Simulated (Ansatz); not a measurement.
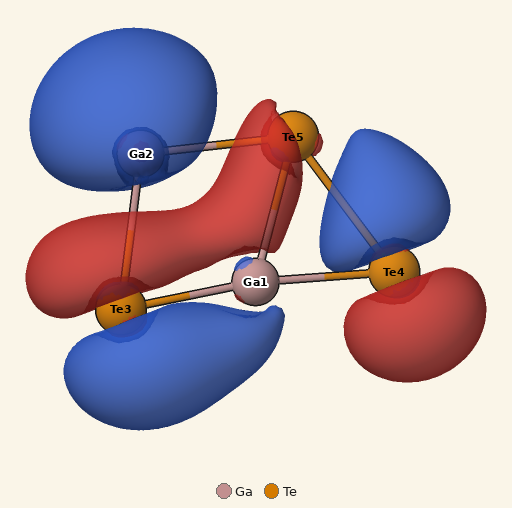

*Ga$_{2}$Te$_{3}$. The HOMO−1 at ±0.06 Å⁻³ᐟ² (red and blue are the two phases), seen across its widest extent.*

Geometry: r2SCAN-D4/def2-SVP; core potentials replace the inner electrons of Te.

These are results of RKS PBE0-D4/def2-TZVP in Ansatz, not measurements.

Input file:

```
crystal:
  periodic: [false, false, false]
  atoms:
    - {symbol: Ga, position_ang: [-0.591146, -0.732525, -0.008981]}
    - {symbol: Ga, position_ang: [0.075456, 2.233209, 0.036850]}
    - {symbol: Te, position_ang: [-2.377706, 0.934059, 0.028382]}
    - {symbol: Te, position_ang: [0.993079, -2.634637, -0.049092]}
    - {symbol: Te, position_ang: [1.900318, 0.199883, -0.007160]}
basis:
  gaussian: {orbitals: def2-TZVP, initial_orbitals: start.molden}
hamiltonian: {xc: pbe0, dispersion: d4}
scf: {omitted_lower_state_checks: [starts]}
output: {orbitals: {seedname: orbitals}}
```

Launched as:

```sh
ansatz run in.yaml --threads 4 --pin off --events-out ev --progress --plain --max-ram 4787MiB
```

**Where does this orbital lie, and at what energy?**

Its weight (Hirshfeld) is mainly on Ga2 (about 40 %), Te3 (about 30 %), Te4 (about 20 %), Te5 (about 10 %) and Ga1 (about 5 %); it is symmetric in the molecular plane (an in-plane orbital: σ, lone-pair or in-plane π type). Its energy is −6.34 eV.
